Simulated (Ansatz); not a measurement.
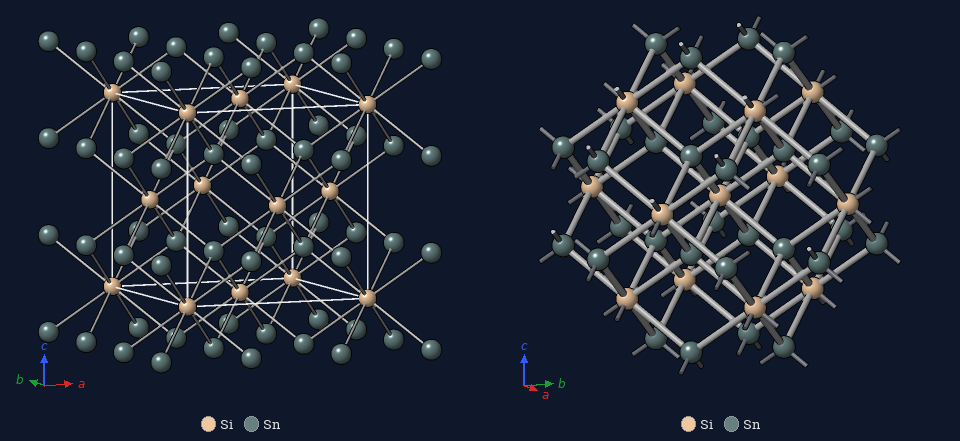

Left: the structure. Right: its underlying net. Nodes are coloured by element. Edges to nodes outside the piece are drawn as stubs.

System SiSn₂ (space group Fm-3m, No. 225); source of the atomic positions: the input geometry of an electronic-structure calculation (not necessarily at equilibrium); the starting structure was generated, so it need not be a known form of this composition.

Bonds are taken as Si–Sn below 3.3 Å; no other contact counts. The graph is simplified in the usual way: terminal and isolated atoms are pruned, two-connected atoms become edges.

The result is a binodal (4,8)-connected, three-periodic net: Sn is a 4-connected node; Si is an 8-connected node, in the ratio 2:1. It is the flu net, known from fluorite. It is a single net, without interpenetration.

```json
{"node": "Sn", "links": "4", "point symbol": "4⁶", "coordination sequence": "4 22 24 82 64 182 124 322 204 502"}
{"node": "Si", "links": "8", "point symbol": "4¹²·6¹²·8⁴", "coordination sequence": "8 12 48 42 128 92 248 162 408 252"}
```
